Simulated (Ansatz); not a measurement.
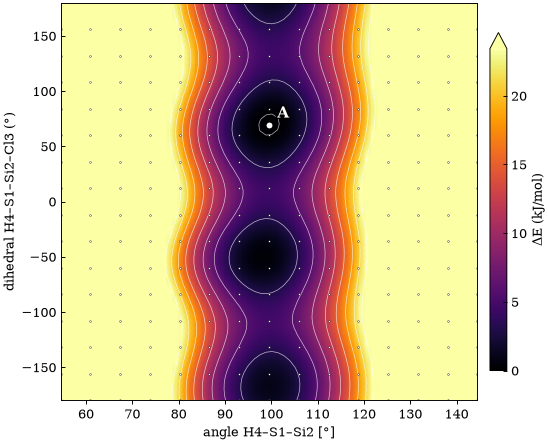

ClH₄SSi, SMILES [SH2+][SiH2]Cl, charge +1. First axis: angle H4–S1–Si2. Second axis: dihedral H4–S1–Si2–Cl3. Nothing is relaxed (all other coordinates rigid). The grid has 15 × 15 points. Points are written as (first, second). All energies are given in kJ/mol relative to the lowest grid point. All numbers below come from Ansatz 0.2.0, RHF/def2-TZVP.

In the figure: a smooth colour map with a few white contour lines, dots at the grid points, one colour for all values above the top of the scale, the well A. Between grid points the surface is interpolated.

Q: Estimate the position of the minimum and the force constants in these coordinates. Take the well at A.

A: The interpolated minimum is at angle H4–S1–Si2 ≈ 99.5°, dihedral H4–S1–Si2–Cl3 ≈ 70°. The curvatures there are about 3.4 eV/rad² and 0.19 eV/rad², with a cross term of about −0.099 eV/rad². Round the minimum the two coordinates are weakly coupled (coupling −0.12 in units of the two stiffnesses). (1 eV is 96.5 kJ/mol.)
